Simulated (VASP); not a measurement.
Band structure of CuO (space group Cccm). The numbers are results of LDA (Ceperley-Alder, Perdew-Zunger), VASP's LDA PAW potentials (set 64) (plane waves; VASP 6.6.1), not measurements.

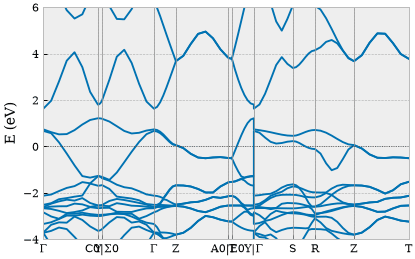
Figure. Bands along high-symmetry lines, zero at the valence-band maximum or, without a gap, the Fermi level

### Question
Read the plot: is there a gap, and where are the band edges?

### Answer
It has no gap at this level: it comes out as a metal or semimetal. (Edges off the drawn lines would not show.)

The structure comes from a computed database's CuO entry (Cccm); how it stands against other phases isn't given here. It was relaxed first, which changed the volume by -7 %.
